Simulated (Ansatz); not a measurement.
The parent structure is WS2 in the 2H-MoS2 type structure (space group P6_3/mmc, No. 194; a = 3.1700 Å, c = 12.4918 Å; layered, stacked along the Cartesian z axis). Axes: x lies along a and z along c of the hexagonal cell.

Structures relaxed with r2SCAN+rVV10 (Ansatz, a program for electronic structure; PAW; 500 eV plane waves; scalar-relativistic without spin-orbit coupling).

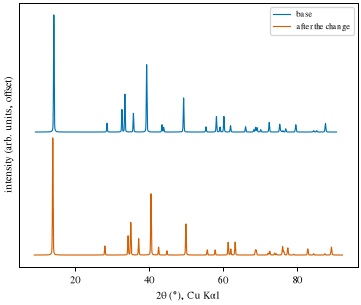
Fig. 1. Simulated powder patterns before (top) and after one change

### Question
Name the change that was made.
A) isotropic strain −1.49 %
B) tensor shear ε_xz = −0.29 %
C) biaxial strain −4.70 %, plane normal [001], relaxed out of plane
D) uniaxial strain ε_zz = +0.53 %

### Answer
C, biaxial strain −4.70 %, plane normal [001], relaxed out of plane. Its volume per atom is 16.80 Å³ against 18.12 Å³, and its space group is P6_3/mmc (No. 194).

No phonon test of stability was made.
